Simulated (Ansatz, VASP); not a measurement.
# CaO: VASP beside Ansatz, part 2 of 2

Aim: how closely do two programs agree when they are given the same cell, functional and k mesh? The cell is taken from a series of VASP runs on this material, whose earlier steps may have relaxed, scaled or displaced it; both programs get it as it stands. Valence electrons are named where the data sets of a main pair hold unlike numbers.

VASP 6.6.1 and Ansatz 0.2.0.

So far. Step 4 (Comparison): The walks stopped with -0.05 GPa left in Ansatz and -0.02 GPa in VASP; each walk ends within a tolerance, so the volume difference is uncertain by about these residues over the bulk modulus, most in soft cells.

## Step 6: VASP: band structure, HSE06

Level of this step: HSE06; plane waves and PAW (Ca_sv, O) (VASP).

The same cell, functional, mesh and smearing now go to VASP, with its own data sets.

The run reads the wave functions of an earlier VASP run, which isn't shown here.

Contents of INCAR:

```
SYSTEM = CaO
PREC = Accurate
ENCUT = 460
EDIFF = 1E-06
NELM = 100
ISMEAR = 0
SIGMA = 0.03
LREAL = .FALSE.
ALGO = Normal
LHFCALC = .TRUE.
AEXX = 0.25
GGA = PE
HFSCREEN = 0.2
LASPH = .TRUE.
NBANDS = 14
PRECFOCK = Fast
LORBIT = 11
LWAVE = .FALSE.
LCHARG = .FALSE.
KPAR = 4
```

Contents of POSCAR:

```
CaO
1.0
    0.0000000000      2.4087000000      2.4087000000
    2.4087000000      0.0000000000      2.4087000000
    2.4087000000      2.4087000000      0.0000000000
Ca O
1 1
Direct
    0.0000000000      0.0000000000      0.0000000000
    0.5000000000      0.5000000000      0.5000000000
```

Contents of KPOINTS:

```
Automatic mesh
0
Gamma
5 5 5
0 0 0
```

Contents of KPOINTS_OPT:

```
Line mode
10
Line-mode
Reciprocal
  0.00000000   0.00000000   0.00000000 GAMMA
  0.50000000   0.00000000   0.50000000 X

  0.50000000   0.00000000   0.50000000 X
  0.50000000   0.25000000   0.75000000 W

  0.50000000   0.25000000   0.75000000 W
  0.37500000   0.37500000   0.75000000 K

  0.37500000   0.37500000   0.75000000 K
  0.00000000   0.00000000   0.00000000 GAMMA

  0.00000000   0.00000000   0.00000000 GAMMA
  0.50000000   0.50000000   0.50000000 L

  0.50000000   0.50000000   0.50000000 L
  0.62500000   0.25000000   0.62500000 U

  0.62500000   0.25000000   0.62500000 U
  0.50000000   0.25000000   0.75000000 W

  0.50000000   0.25000000   0.75000000 W
  0.50000000   0.50000000   0.50000000 L

  0.50000000   0.50000000   0.50000000 L
  0.37500000   0.37500000   0.75000000 K

  0.62500000   0.25000000   0.62500000 U
  0.50000000   0.00000000   0.50000000 X
```

Potentials, in the order of the species: Ca_sv and O (PBE family, release 64).

Command:

```bash
> mpirun -np 4 vasp_std
```

Numbers of over 12 decimals in the logs are rounded to 6 here.

The log of the run:

```text
[banner, memory and clock lines left out]
running    4 mpi-ranks, on    1 nodes
[...]
LDA part: xc-table for (Slater+PW92), standard interpolation
 found WAVECAR, reading the header
 POSCAR, INCAR and KPOINTS ok, starting setup
[...]
reading WAVECAR
 the WAVECAR file was read successfully
 initial charge from wavefunction
 entering main loop
       N       E                     dE             d eps       ncg     rms          rms(c)
DAV:   1    -0.149383240347E+02   -0.14938E+02   -0.50274E-01   296   0.885E+00    0.118E+00
DAV:   2    -0.149017513036E+02    0.36573E-01   -0.93541E-02   304   0.350E+00    0.422E-01
DAV:   3    -0.149044304679E+02   -0.26792E-02   -0.20718E-02   312   0.113E+00    0.402E-01
DAV:   4    -0.149031072681E+02    0.13232E-02   -0.21175E-03   306   0.537E-01    0.191E-01
[...]
DAV:   8    -0.149027493506E+02    0.53366E-05   -0.53687E-06   328   0.256E-02    0.188E-02
DAV:   9    -0.149027476867E+02    0.16639E-05   -0.24628E-06   280   0.162E-02    0.101E-02
DAV:  10    -0.149027475028E+02    0.18391E-06   -0.51494E-07   140   0.808E-03
   1 F= -.14902748E+02 E0= -.14902748E+02  d E =-.120285E-14
 Start KPOINTS_OPT (optional k-point list driver)
k-point batch [1-10\100]
       N       E                     dE             ncg
DAV:   1    -0.713330852846E+03   -0.35239E+04      280
DAV:   2    -0.206924777655E+04   -0.13559E+04      340
DAV:   3    -0.215499545466E+04   -0.85748E+02      316
DAV:   4    -0.215750424261E+04   -0.25088E+01      406
DAV:   5    -0.215754964682E+04   -0.45404E-01      348
DAV:   6    -0.215755047989E+04   -0.83307E-03      394
DAV:   7    -0.215755050536E+04   -0.25472E-04      326
DAV:   8    -0.215755050576E+04   -0.40011E-06      194
[...]
k-point batch [91-100\100]
       N       E                     dE             ncg
DAV:   1    -0.820669035075E+03   -0.72288E+04      280
DAV:   2    -0.211187815210E+04   -0.12912E+04      316
DAV:   3    -0.218327384901E+04   -0.71396E+02      376
DAV:   4    -0.218603055124E+04   -0.27567E+01      436
DAV:   5    -0.218610186309E+04   -0.71312E-01      402
DAV:   6    -0.218610424831E+04   -0.23852E-02      490
DAV:   7    -0.218610436055E+04   -0.11225E-03      404
DAV:   8    -0.218610436215E+04   -0.15950E-05      368
DAV:   9    -0.218610436224E+04   -0.93068E-07      284
```

Parts of OUTCAR (step 6):

```text
 POSITION                                       TOTAL-FORCE (eV/Angst)
 -----------------------------------------------------------------------------------
      0.00000      0.00000      0.00000         0.000000     -0.000000     -0.000000
      2.40870      2.40870      2.40870        -0.000000      0.000000      0.000000
 -----------------------------------------------------------------------------------
    total drift:                                0.000000      0.000000      0.000000

  FREE ENERGIE OF THE ION-ELECTRON SYSTEM (eV)
  ---------------------------------------------------
  free  energy   TOTEN  =       -14.9027475028 eV

  energy  without entropy=      -14.9027475028  energy(sigma->0) =      -14.90274750

[... 3 further parts left out ...]
[key lines of the parts left out:]
E-fermi :   1.3938
```

## Step 7: Comparison

What differs besides the data sets and the points named for the pairs above, as far as they apply: exact exchange at q = 0 is treated differently, which shows on coarse meshes; VASP keeps PBE cores, Ansatz makes them for the functional; the cutoff is 420 eV in Ansatz and 460 eV in VASP; VASP takes a coarser grid for exact exchange (PRECFOCK = Fast). Total energies have different zeros and are not compared.

Compared:

| quantity | Ansatz | VASP | difference |
| --- | --- | --- | --- |
| gap over the path points (eV) | 5.336 | 5.321 | +0.016 |

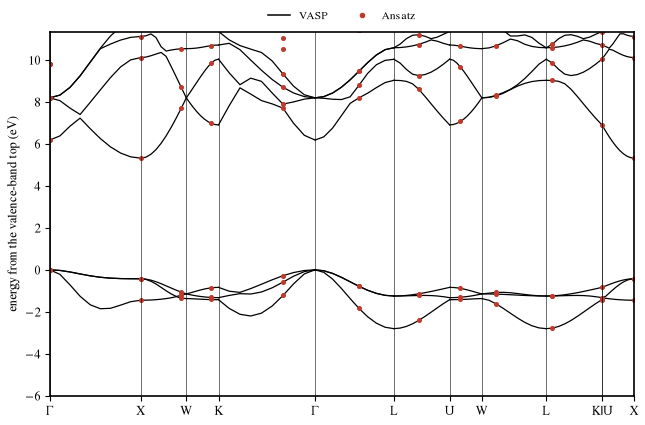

Bands from VASP (lines) and levels from Ansatz (dots). Dots without a line are higher empty bands that the VASP plot leaves out.

Levels at points of the path, from each program's valence-band top (eV; 3 filled, then empty):

| k (reciprocal lattice) | Ansatz | VASP |
| --- | --- | --- |
| 0.000 0.000 0.000 | 0.00 0.00 0.00 6.21 8.20 8.20 | 0.00 0.00 0.00 6.18 8.20 8.20 |
| 0.500 0.000 0.500 | -1.45 -0.42 -0.42 5.34 10.11 11.11 | -1.45 -0.42 -0.42 5.32 10.11 11.12 |
| 0.500 0.222 0.722 | -1.33 -1.22 -1.06 7.71 8.69 10.53 | -1.34 -1.22 -1.06 7.70 8.69 10.53 |
| 0.403 0.347 0.750 | -1.41 -1.31 -0.85 6.98 9.85 10.68 | -1.42 -1.32 -0.86 6.98 9.86 10.68 |
| 0.125 0.125 0.250 | -1.22 -0.58 -0.28 7.72 7.90 8.70 | -1.23 -0.59 -0.28 7.71 7.90 8.70 |
| 0.278 0.278 0.278 | -1.82 -0.77 -0.77 8.19 8.80 9.45 | -1.83 -0.78 -0.78 8.19 8.79 9.46 |
| 0.556 0.389 0.556 | -2.40 -1.21 -1.13 8.61 9.25 10.73 | -2.41 -1.22 -1.14 8.60 9.26 10.74 |
| 0.583 0.250 0.667 | -1.41 -1.30 -0.88 7.07 9.66 10.65 | -1.41 -1.30 -0.88 7.07 9.67 10.66 |
| 0.500 0.306 0.694 | -1.61 -1.15 -1.07 8.29 8.31 10.67 | -1.62 -1.16 -1.08 8.29 8.31 10.67 |
| 0.486 0.486 0.528 | -2.76 -1.23 -1.23 9.02 9.85 10.58 | -2.77 -1.25 -1.24 9.02 9.85 10.59 |

Among the levels compared at these points, filled levels agree within 18 meV and empty ones within 23 meV.

## Step 8: Results

```json
{
  "difference in volume (relaxation of cell and atoms, LDA)": "-0.71 %",
  "largest difference of a filled level at the path points (band structure, HSE06)": "18 meV"
}
```

What this shows: The difference in volume is -0.71 % (relaxation of cell and atoms, LDA), within the 1.2 % picked in this series as the mark of a large difference, as far as the stopping tolerances let one tell. How closely two codes agree says nothing of how well the functional describes the real material.

[Lines on the potential files, build, host, timing and source positions are cut from VASP's logs without a mark.]

[Logs are printed without paths, hosts, clocks, repeated set-up lines and the standing remarks that a program may print on its own settings, such as how far it seeks lower states.]

[Hosts, paths, dates, database ids (printed as entryN), source tags and the programs' standing remarks are cut or masked in the printed files.]
